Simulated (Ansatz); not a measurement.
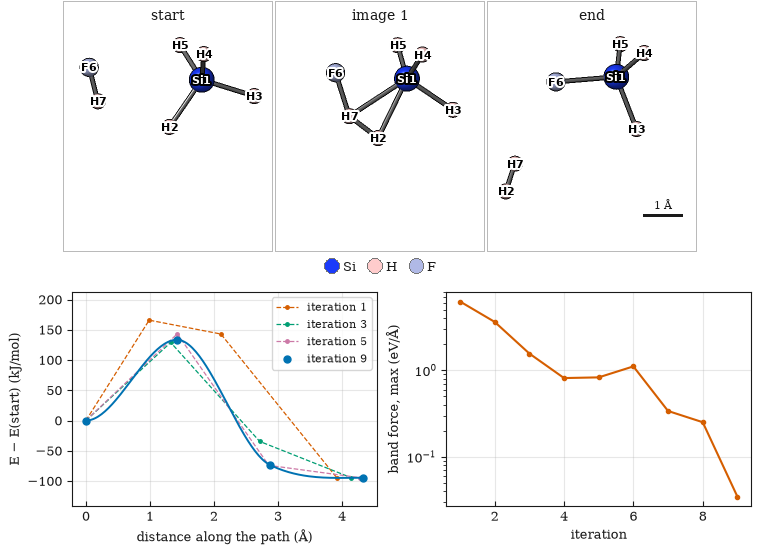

A nudged-elastic-band calculation for SiH$_{5}$F. Images are numbered from 0 (start) to 3 (end). The plot follows the band through its iterations. Style: ball-and-stick. Shown at a tilt.

All numbers below come from RKS B3LYP-D4/def2-SVP in Ansatz. Run with 2 movable images; climbing image; force threshold 0.05 eV/Å; iteration limit 60; starting path through a guess of the saddle point.

> Judge this run.

The run is converged, with reservations. The band converged in 9 iterations. The largest component of the band force went from 6.3 to 0.035 eV/Å. The climbing image converged on the top of the path. Its curvatures weren't checked. So few images resolve the path coarsely. The first iteration put the highest image at 165.9 kJ/mol. The energy climbs by 133.5 kJ/mol to image 1 and then falls by 227.9 kJ/mol, so the end point sits at −94.5 kJ/mol.

Cost: 25 s on 1 thread of Arm Neoverse V1, on a shared host, peak memory 0.1 GiB.
